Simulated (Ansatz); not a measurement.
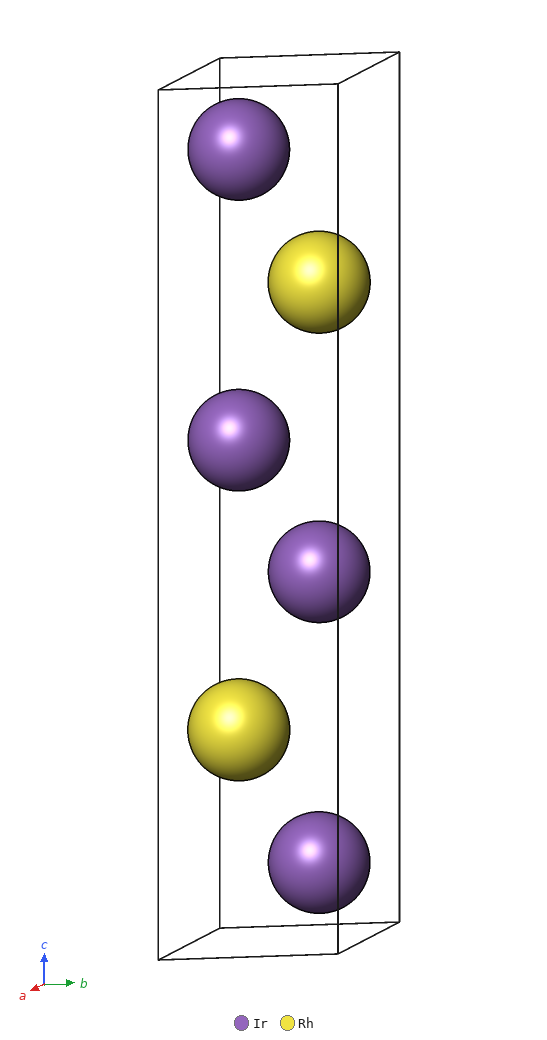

A spheres-only rendering, viewed slightly off an axis. The lines enclose the conventional unit cell; boundary atoms appear with their images.

Ir2Rh, space group P6_3/mmc (No. 194), a = 2.740 Å, b = 2.740 Å, c = 13.288 Å, α = 90.00°, β = 90.00°, γ = 120.00°. The structure comes from a structure type filled with these elements by a generator (whether the compound takes this form wasn't checked). Earlier steps of the study may have refined or changed the cell and positions. Ansatz was used for an electronic-structure calculation on it.

This one geometry was computed with Ansatz (DFT, plane waves, PAW) at three levels of theory: PBE with spin-orbit coupling, PBE and r2SCAN.

Q: Which level gives the highest pressure at this volume, and what does that say about its equilibrium volume?

A: Highest: PBE with spin-orbit coupling (0.6 GPa), which points to the largest equilibrium volume. Lowest, with the smallest volume: r2SCAN (-7.0 GPa). Levels within 0.5 GPa of each other can't be told apart.

Q: How does the band gap change with the level of theory?

A: All levels give a metal.

Q: Collect the results in a table.

A:
| level | cutoff (eV) | k-mesh of the run's cell | gap (eV) | pressure (GPa) |
| --- | --- | --- | --- | --- |
| PBE with spin-orbit coupling | 420 | 18×18×4 | metal | 0.6 |
| PBE | 420 | 18×18×4 | metal | 0.0 |
| r2SCAN | 500 | 18×18×4 | metal | -7.0 |

Gaps are taken on the k-mesh or band path of each run.
